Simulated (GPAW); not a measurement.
# Collinear magnetic orders of Ni3 Cu1 Ni3 001 with GPAW

Aim: find out whether Ni3 Cu1 Ni3 001 carries moments, and which collinear order costs least.

Program: GPAW 26.7.0. Level of theory: PBE; plane waves with GPAW's PAW setups, scalar-relativistic. Results are calculated unless marked as measured.

## (1) The starting structure

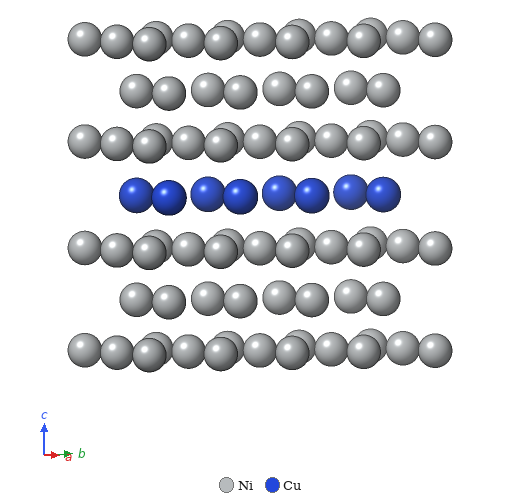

The starting structure, seen from the side, with the c axis up (nickel light grey, copper blue). 2×4×1 cells are drawn. Some periodic images of atoms are drawn too.

The cell holds 7 atoms: 6 Ni and 1 Cu. Its edges and angles: a = 2.556 Å, b = 2.556 Å, c = 22.147 Å, α = 90.0°, β = 90.0°, γ = 90.0°. ideal sites on the substrate's mesh, layer spacings from atomic volumes, unrelaxed, 12 A of vacuum. Vacuum lies along c.

## (2) Run 1 (ferro ++++++)

Parallel moments need no larger cell; this start tests for a ferromagnetic state only.

The input, order1.py:

```python
import json
import numpy as np
from ase import Atoms
from ase.parallel import paropen, parprint
from gpaw import GPAW

atoms = Atoms(['Ni', 'Ni', 'Ni', 'Cu', 'Ni', 'Ni', 'Ni'],
    cell=[[2.556191, 0.0, 0.0],
         [0.0, 2.556191, 0.0],
         [0.0, 0.0, 22.146749]],
    scaled_positions=[[0.0, 0.0, 0.27092],
         [0.5, 0.5, 0.346244],
         [0.0, 0.0, 0.421567],
         [0.5, 0.5, 0.5],
         [0.0, 0.0, 0.578433],
         [0.5, 0.5, 0.653756],
         [0.0, 0.0, 0.72908]],
    pbc=True,
    magmoms=[0.8, 0.8, 0.8, 0.0, 0.8, 0.8, 0.8])
atoms.calc = GPAW(mode={'name': 'pw', 'ecut': 450},
    xc='PBE',
    kpts={'size': (20, 20, 1), 'gamma': True},
    occupations={'name': 'fermi-dirac', 'width': 0.05},
    convergence={'density': 1e-05, 'energy': 1e-05},
    maxiter=200,
    mixer={'name': 'pulay', 'beta': 0.03, 'nmaxold': 8, 'weight': 100},
    symmetry={'tolerance': 1e-4},
    txt='order1.txt')
e = atoms.get_potential_energy(force_consistent=True)
res = {'free_energy': e, 'energy_sigma0': atoms.get_potential_energy(), 'fermi_energy': atoms.calc.get_fermi_level()}
res['moments'] = atoms.get_magnetic_moments().tolist()
res['total'] = atoms.get_magnetic_moment()
parprint('site moments (muB):', np.round(res['moments'], 3))
parprint(f"total moment: {res['total']:.3f} muB")
parprint(f'free energy: {e:.6f} eV')
atoms.calc.write('order1.gpw')
with paropen('results.json', 'w') as f:
    json.dump(res, f)
```

Run with:

```console
OMP_NUM_THREADS=1 mpirun -n 4 gpaw python order1.py > order1.log
```

Numbers of over 12 decimals in the logs are rounded to 6 here.

Log:

```text
site moments (muB): [0.788 0.682 0.539 0.012 0.539 0.682 0.788]
total moment: 3.787 muB
free energy: -45.314708 eV

--- order1.txt ---
Input parameters:
  mode=PW(ecut=450),
  convergence={'density': 1e-05, 'energy': 1e-05},
  kpts=MonkhorstPack(size=(20, 20, 1), gamma=True),
  maxiter=200,
  mixer=Pulay(name='pulay', nmaxold=8, beta=0.03, weight=100, sigma=0.015, g_ss=None),
  occupations=Occupations(name='fermi-dirac', width=0.05),
  symmetry=Symmetry(tolerance=0.0001),
  xc=XC(name='PBE')

Diagonalizing LCAO Hamiltonian
Converting LCAO to pw mode
   .-----.
  /|     |
 * |     |
 | |     |
 | |     |
 | |     |
 | |     |
 | |     |
 | |     |
 Ni|     |
 | | Ni  |
 | |     |
 | |     |
 Ni|     |
 | |     |
 | | Cu  |
 | |     |
 | |     |
 Ni|     |
 | | Ni  |
 | |     |
 | |     |
 Ni|     |
 | |     |
 | |     |
 | |     |
 | |     |
 | .-----.
 |/     /
 *-----*

Atoms  # Å, Bohr magnetons
|   | symbol |        x |        y |         z |    initial magnetic moments |
|---|--------|----------|----------|-----------|-----------------------------|
| 0 |     Ni | 0.000000 | 0.000000 |  5.999997 | ( 0.0000,  0.0000,  0.8000) |
| 1 |     Ni | 1.278096 | 1.278096 |  7.668179 | ( 0.0000,  0.0000,  0.8000) |
| 2 |     Ni | 0.000000 | 0.000000 |  9.336339 | ( 0.0000,  0.0000,  0.8000) |
| 3 |     Cu | 1.278096 | 1.278096 | 11.073374 | ( 0.0000,  0.0000,  0.0000) |
| 4 |     Ni | 0.000000 | 0.000000 | 12.810410 | ( 0.0000,  0.0000,  0.8000) |
| 5 |     Ni | 1.278096 | 1.278096 | 14.478570 | ( 0.0000,  0.0000,  0.8000) |
| 6 |     Ni | 0.000000 | 0.000000 | 16.146752 | ( 0.0000,  0.0000,  0.8000) |

Unit cell  # Å
| periodic |        x |        y |         z |   lengths |    angles |
|----------|----------|----------|-----------|-----------|-----------|
|      yes | 2.556191 | 0.000000 |  0.000000 |  2.556191 | 90.000000 |
|      yes | 0.000000 | 2.556191 |  0.000000 |  2.556191 | 90.000000 |
|      yes | 0.000000 | 0.000000 | 22.146749 | 22.146749 | 90.000000 |

Number of symmetries: 16

BZ-sampling:
  Number of BZ points: 400
  Number of IBZ points: 66

  Monkhorst-Pack size: [20, 20, 1]
  Monkhorst-Pack shift: [0.025, 0.025, 0.0]

K-points  # in reciprocal-cell coordinates
|     |                                coordinates |     weight |
|-----|--------------------------------------------|------------|
|   0 | ( -0.00000000,  -0.00000000,   0.00000000) | 0.00250000 |
|   1 | (  0.05000000,  -0.00000000,   0.00000000) | 0.01000000 |
|   2 | (  0.05000000,   0.05000000,   0.00000000) | 0.01000000 |
|   3 | (  0.10000000,  -0.00000000,   0.00000000) | 0.01000000 |
|   4 | (  0.10000000,   0.05000000,   0.00000000) | 0.02000000 |
|   5 | (  0.10000000,   0.10000000,   0.00000000) | 0.01000000 |
|   6 | (  0.15000000,  -0.00000000,   0.00000000) | 0.01000000 |
|   7 | (  0.15000000,   0.05000000,   0.00000000) | 0.02000000 |
|   8 | (  0.15000000,   0.10000000,   0.00000000) | 0.02000000 |
|   9 | (  0.15000000,   0.15000000,   0.00000000) | 0.01000000 |
| ... |                                            |            |
|  65 | (  0.50000000,   0.50000000,   0.00000000) | 0.00250000 |

Plane wave coefficients: 3179
Cutoff: 450.000000 eV

Spin-components: 2 (collinear spins)
Bands:           72
Projectors:      42
Spin-degeneracy: 1
Datatype:        complex128

Parallelization:
  kpt:    4
  domain: 1
  band:   1

Density:
  Valence electrons: 107.0
  Components: 2
  Grid points: [ 14  14 112]
  Charge: 0.0  # |e|

Potential:
  Grid points: [ 14  14 112]

species:
  Ni:
    name:    Nickel
    Z:       28.0
    valence: 16
    core:    12
    charge:  0.0  # [|e|]
    compensation charges:
      type: gauss
      rc: 0.36  # [Å]
      lmax: 2
    cutoffs:
      filter: 2.14  # [Å]
      core: 1.98  # [Å]
    projectors
    | kind |    occ | energy [eV] | rcut [Å] |
    |------|--------|-------------|----------|
    |   4s |  2.000 |      -5.642 |    1.164 |
    |   3p |  6.000 |     -71.394 |    1.207 |
    |   4p |  0.000 |      -1.226 |    1.207 |
    |   3d |  8.000 |      -8.875 |    1.138 |
    |    s |        |      21.570 |    1.164 |
    |    d |        |      18.337 |    1.138 |

    Using partial waves for Ni as LCAO basis

  Cu:
    name:    Copper
    Z:       29.0
    valence: 11
    core:    18
    charge:  0.0  # [|e|]
    compensation charges:
      type: gauss
      rc: 0.33  # [Å]
      lmax: 2
    cutoffs:
      filter: 2.06  # [Å]
      core: 2.43  # [Å]
    projectors
    | kind |    occ | energy [eV] | rcut [Å] |
    |------|--------|-------------|----------|
    |   4s |  1.000 |      -4.609 |    1.164 |
    |   4p |  0.000 |      -0.698 |    1.164 |
    |   3d | 10.000 |      -5.039 |    1.058 |
    |    s |        |      22.603 |    1.164 |
    |    p |        |      26.513 |    1.164 |
    |    d |        |      22.172 |    1.058 |

    Using partial waves for Cu as LCAO basis

Reference energy: -293229.442525  # eV

eigensolver:
  PPCG
  Converge bands: occupied
  niter=2

density mixing:
  Pulay-Mixer
  Linear mixing parameters: 0.03
  Old densities: 8
  Fourier metric: weight=100, sigma=0.015

occupation numbers:
  Fermi-Dirac:
    width: 0.0500  # eV

poisson solver:
  ecut: 3600.000000  # eV

xc functional:
  name: PBE with 2 nearest neighbor stencil

convergence criteria:
- Maximum integral of absolute [dens]ity change: 1e-05 electrons / valence electron
- Maximum [total energy] change in last 3 cyles: 1e-05 eV / valence electron
- Maximum integral of absolute [eigenst]ate change: 4e-08 eV^2 / valence electron
maximum number of iterations: 200

SCF iterations
|iter     |      energy | eigst |  dens |  magmom |
|---------|-------------|-------|-------|---------|
|iter:   1|       0s |  -62.430286 | +0.58 |       |  +4.8043|
|iter:   2|      15s |  -59.161406 | -0.14 | -0.76 |  +4.6772|
|iter:   3|      29s |  -46.772891 | -0.91 | -0.82 |  +4.6792|
|iter:   4|      43s |  -45.729164 | -1.81 | -1.13 |  +4.6626|
|iter:   5|      58s |  -45.373686 | -2.22 | -1.38 |  +4.6299|
|iter:   6|      72s |  -45.129910 | -1.26 | -1.51 |  +4.4495|
|iter:   7|      86s |  -45.054240 | -2.56 | -1.53 |  +4.4516|
|iter:   8|     100s |  -45.044473 | -2.60 | -1.70 |  +4.4259|
|iter:   9|     115s |  -45.312124 | -2.01 | -1.78 |  +4.1409|
|iter:  10|     129s |  -45.257247 | -2.95 | -1.76 |  +4.1344|
[... 23 iterations left out ...]
|iter:  34|     451s |  -45.273902c| -8.13c| -4.45 |  +3.7851|
|iter:  35|     458s |  -45.273898c| -7.53c| -4.45 |  +3.7856|
|iter:  36|     465s |  -45.273896c| -7.91c| -4.55 |  +3.7859|
|iter:  37|     472s |  -45.273894c| -8.09c| -4.62 |  +3.7860|
|iter:  38|     478s |  -45.273893c| -8.23c| -4.67 |  +3.7861|
|iter:  39|     485s |  -45.273890c| -7.92c| -4.71 |  +3.7864|
|iter:  40|     492s |  -45.273890c| -8.19c| -4.83 |  +3.7864|
|iter:  41|     499s |  -45.273890c| -8.25c| -4.87 |  +3.7864|
|iter:  42|     505s |  -45.273886c| -7.73c| -4.92 |  +3.7867|
|iter:  43|     512s |  -45.273886c| -8.12c| -5.29c|  +3.7868|

Converged in 43 steps
Energy contributions relative to reference atoms: (reference = -293229.442525)

Energy contributions:
  Kinetic:          23.027692
  Coulomb:         -15.438413
  Zero:              0.801917
  External:          0.000000
  Xc:              -53.624258
  Entropy:          -0.081645
  Spinorbit:         0.000000
  ----------------------------
  Free energy:     -45.314708
  Extrapolated:    -45.273886

dipole moment: (-20.789731, -20.789731, 0.000029)  # |e|*Ang

Total magnetic moment: (0.000000, 0.000000, 3.786766)

Local magnetic moments
|        x |        y |        z |
|----------|----------|----------|
| 0.000000 | 0.000000 | 0.787932 |  # Ni   0
| 0.000000 | 0.000000 | 0.681806 |  # Ni   1
| 0.000000 | 0.000000 | 0.538600 |  # Ni   2
| 0.000000 | 0.000000 | 0.011644 |  # Cu   3
| 0.000000 | 0.000000 | 0.538600 |  # Ni   4
| 0.000000 | 0.000000 | 0.681806 |  # Ni   5
| 0.000000 | 0.000000 | 0.787932 |  # Ni   6

Fermi level: 2.279
Eigenvalues  # (at kpt = [-0.000, -0.000, 0.000])
| band index |      eig [eV] | occ [0-1] |      eig [eV] | occ [0-1] |
|------------|---------------|-----------|---------------|-----------|
|          0 |       -61.861 |     1.000 |       -61.022 |     1.000 |
|        ... |               |           |               |           |
|         48 |         1.134 |     1.000 |         1.856 |     1.000 |
|         49 |         1.261 |     1.000 |         1.856 |     1.000 |
|         50 |         1.476 |     1.000 |         2.092 |     0.977 |
|         51 |         1.502 |     1.000 |         2.122 |     0.959 |
|         52 |         1.615 |     1.000 |         2.317 |     0.321 |
|         53 |         1.615 |     1.000 |         2.452 |     0.030 |
|         54 |         1.705 |     1.000 |         2.456 |     0.029 |
|         55 |         1.733 |     1.000 |         2.511 |     0.010 |
|         56 |         1.757 |     1.000 |         2.511 |     0.010 |
|         57 |         1.757 |     1.000 |         2.585 |     0.002 |
|         58 |         2.181 |     0.876 |         2.585 |     0.002 |
|         59 |         3.719 |     0.000 |         3.744 |     0.000 |
|         60 |         4.810 |     0.000 |         4.805 |     0.000 |
|         61 |         6.924 |     0.000 |         6.888 |     0.000 |
|         62 |         7.799 |     0.000 |         7.766 |     0.000 |
|        ... |               |           |               |           |
|         71 |        18.492 |     0.000 |        18.553 |     0.000 |

No gap
No difference between direct/indirect transitions
```

Elapsed: 8.9 min, on 4 MPI ranks of Arm Neoverse V1, shared host; peak memory 1.3 GiB; 36 min of CPU time.

Spin moment in the augmentation sphere by atom:

| atom | spin moment in the augmentation sphere (μB) |
| --- | --- |
| Ni1 | 0.788 |
| Ni2 | 0.682 |
| Ni3 | 0.539 |
| Cu4 | 0.012 |
| Ni5 | 0.539 |
| Ni6 | 0.682 |
| Ni7 | 0.788 |

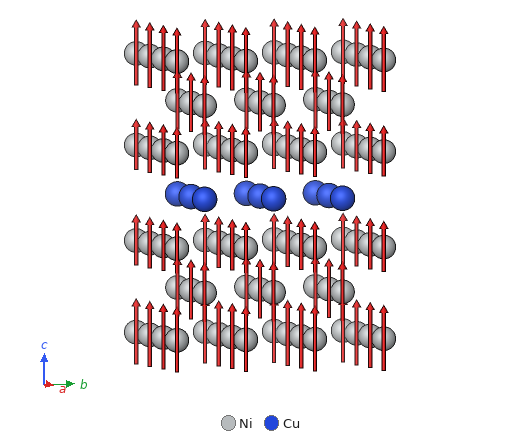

Spin moment in the augmentation sphere as arrows, the longest 0.788 μB. Up and down stand for the sign. Arrows give size and sign along the axis of quantisation, drawn up and down the page. 3×3×1 cells are drawn. Some periodic images of atoms are drawn too.

This step gave:

* magnetization: 3.787 μB
* final state: ferromagnetic

After 43 cycles the largest moment stands at 0.788 μB.

(Continued in part 2 of 2.)

[Logs and program files are shortened in this print: banners, set-up blocks, solver, clock and traceback lines can be left out without a mark of their own.]

[Logs are printed without paths, hosts, clocks, repeated set-up lines and the standing remarks that a program may print on its own settings, such as how far it seeks lower states.]

[Hosts, paths, dates, database ids (printed as entryN), source tags and the programs' standing remarks are cut or masked in the printed files.]

[Where a cell is said to come from a database of computed structures, the database is the Materials Project.]
